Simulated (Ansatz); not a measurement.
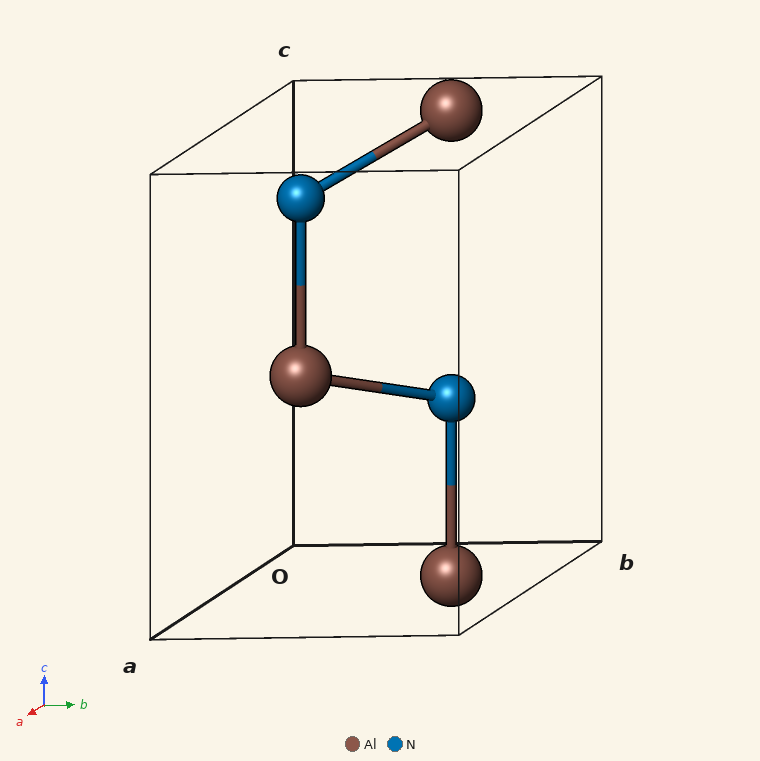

Crystal: AlN, coordinates from a relaxation with Ansatz, DFT, PBE, plane waves, PAW; the starting structure was generated, so it need not be a known form of this composition. One unit cell is drawn above. Symmetry computed with spglib at a tolerance of 0.002 Å; standard conventional cell.

```
Al N
1.0
     3.13019    0.00000    0.00000
    -1.56510    2.71083    0.00000
     0.00000    0.00000    5.01792
Al N
2 2
Direct
  0.33333 0.66667 0.99673
  0.66667 0.33333 0.49673
  0.33333 0.66667 0.37827
  0.66667 0.33333 0.87827
```

Question: What is its point group?

Answer: 6mm (C6v), order 12, hexagonal system: one sixfold axis, six mirror planes.

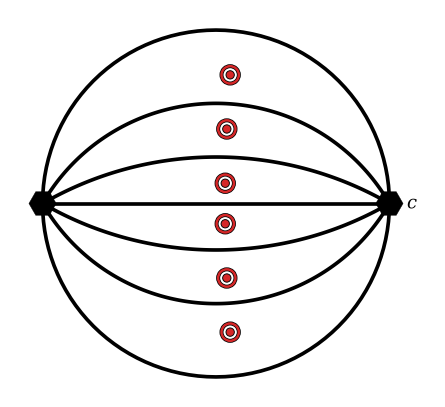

Stereographic projection: filled dots lie in the upper hemisphere, open rings in the lower; heavy lines are mirror planes (a heavy rim: a mirror in the plane of the page); lens, triangle, square and hexagon are 2-, 3-, 4- and 6-fold axes, a lens in an open square is −4, a triangle in an open hexagon −6; thin dashed diameters join the ends of axes that lie in the page; a small open circle marks inversion. The poles are one general form. The a axis points at the viewer.

Question: What does this class allow?

Answer: Class 6mm is not centrosymmetric; polar, so pyroelectricity and piezoelectricity are allowed; it is not chiral. Its Laue class is 6/mmm.
